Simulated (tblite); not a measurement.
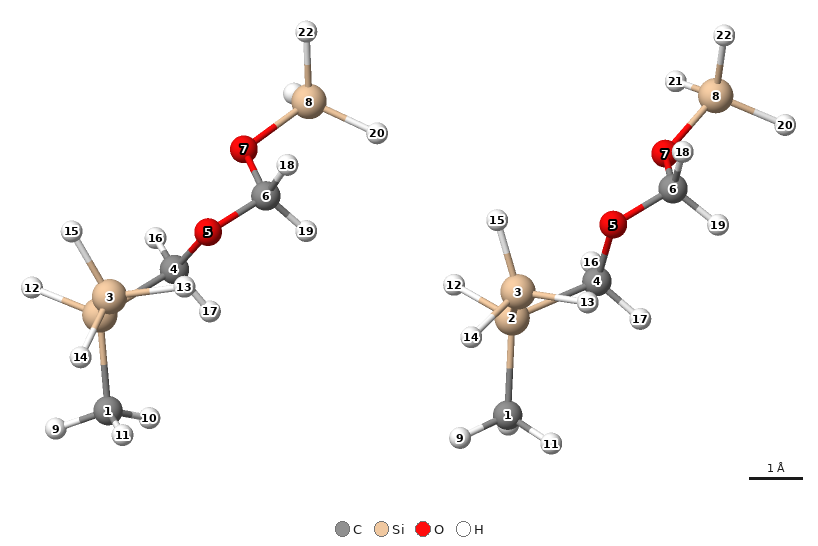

Two geometries of C3H14O2Si3, drawn at one scale. One is the start of a relaxation, the other its converged end. Style: ball-and-stick. Shown from a free direction.

Method: GFN2-xTB geometry optimisation, gas phase in tblite. 

> Which geometry has the lower energy?

The right one is the relaxed one. Over 139 geometry steps the energy falls by 0.822 eV. H10 moves most after the best rigid fit: 1.06 Å. By element the largest moves are H 1.06 Å, C 0.35 Å, O 0.27 Å, Si 0.14 Å. Some distances before and after: Si2–Si3 2.228 → 2.316 Å, O7–Si8 1.699 → 1.618 Å, C4–O5 1.362 → 1.429 Å, Si2–C4 1.869 → 1.915 Å. Bond angles that change, for instance: C6–O7–Si8 114.3° → 129.0°, O7–Si8–H21 108.4° → 99.2°, Si2–C4–H17 106.5° → 113.6°. Groups turn about C1–Si2 by about 50°, O7–Si8 by about 40°, Si2–C4 by about 20°. The run took 2.5 s on 1 thread of Arm Neoverse N1 (shared host).
